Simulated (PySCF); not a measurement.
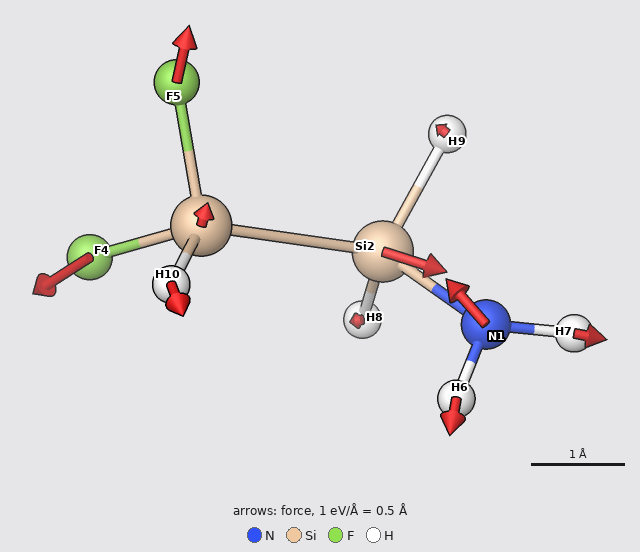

Starting geometry of Si2NH5F2 with the computed forces as red arrows. Style: ball-and-stick. Shown from a free direction.

The start comes from GFN2-xTB. Its atoms were then displaced at random by about 0.01 Å.

Method: PySCF, PBE0-D3(BJ)/def2-SVP geometry optimisation, gas phase. 

### What follows when this structure is relaxed?

It isn't relaxed: the largest force vector, on an F atom, is 1.96 eV/Å. The final displacements have little in common with the starting forces (cosine between the two patterns 0.00). The largest moves after the best rigid fit, 0.57 Å, are those of F atoms. By element the largest moves are F 0.57 Å, H 0.51 Å, N 0.14 Å, Si 0.14 Å. Among the contacts that change: H–Si 1.444 → 1.490 Å, F–Si 1.579 → 1.622 Å, Si–Si 2.300 → 2.342 Å, N–Si 1.756 → 1.735 Å. Among the angles between lasting bonds that change: Si–Si–H 125.5° → 116.1°, Si–Si–H 114.8° → 109.1°, F–Si–F 101.0° → 106.3°. Groups turn about Si–Si by about 35°. After 16 geometry steps the energy has fallen by 26.0 kJ/mol. Cost: 86 s on 1 thread of Arm Neoverse N1 (shared host).
